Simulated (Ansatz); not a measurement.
Cs₂NbS₂

```
CELL_PARAMETERS angstrom
7.56289 0.00000 0.00000
0.00000 13.73359 0.00000
0.00000 0.00000 6.39193
ATOMIC_POSITIONS crystal
Nb 0.00000 0.00000 0.75000
Nb 0.50000 0.50000 0.25000
Nb 0.00000 0.00000 0.25000
Nb 0.50000 0.50000 0.75000
S 0.67790 0.40470 0.00000
S 0.17790 0.90470 0.50000
S 0.32210 0.59530 0.00000
S 0.82210 0.09530 0.50000
S 0.17790 0.09530 0.00000
S 0.67790 0.59530 0.50000
S 0.32210 0.40470 0.50000
S 0.82210 0.90470 0.00000
Cs 0.34280 0.15040 0.50000
Cs 0.84280 0.65040 0.00000
Cs 0.15720 0.34960 0.00000
Cs 0.65720 0.84960 0.50000
Cs 0.34280 0.84960 0.00000
Cs 0.84280 0.34960 0.50000
Cs 0.65720 0.15040 0.00000
Cs 0.15720 0.65040 0.50000
```

Space group Ibam; built by placing these elements on a known structure type; not relaxed (largest force 0.6 eV/Å).

These are results of DFT, PAW plane waves, r2SCAN in Ansatz, not measurements.

### What can the converged electron localisation function tell about the bonding?

Cs–S (3.50 Å): the ELF is about 0.05 at the midpoint (no localised pair shows between them).

### Which way does charge flow, and how much by Bader's partition?

Electrons move from Nb and Cs towards S. Bader charges: Nb +1.21, S −1.33 and Cs +0.73 e.

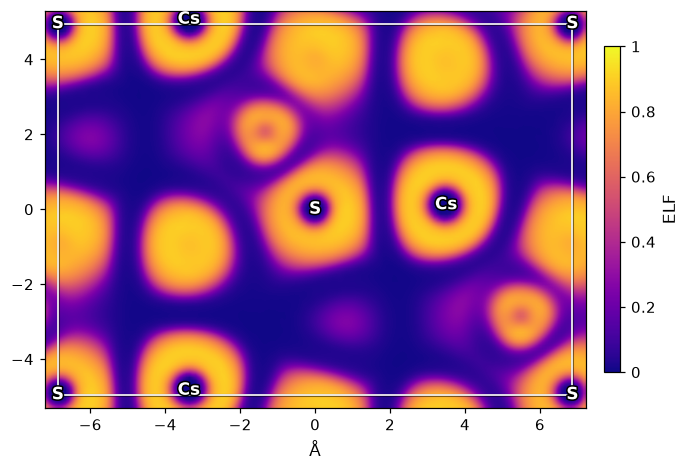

Computed electron localisation function on the (101) plane of the conventional cell. Atoms just off the plane (Nb, 0.4 Å away, S, 0.7 Å away and Cs, 0.8 Å away) can leave unmarked features too.
